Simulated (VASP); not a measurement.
Band structure of BeSe (space group F-43m). Level of theory: PBE GGA, VASP's PBE PAW potentials (set 64) (plane waves; VASP).

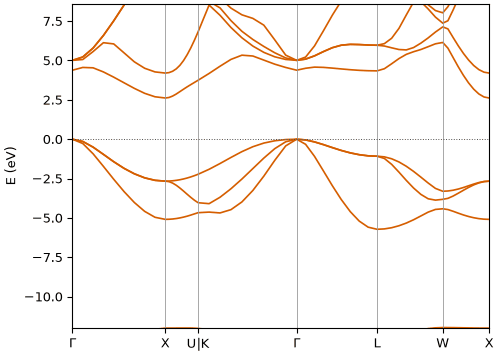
Figure: Bands along high-symmetry lines, zero at the valence-band maximum or, without a gap, the Fermi level

Read the plot: is there a gap, and where are the band edges?

The gap is indirect, 2.62 eV, from the valence maximum at Γ to the conduction minimum at X.

The structure is a typed BeSe crystal (F-43m). The cell was not relaxed at this level.
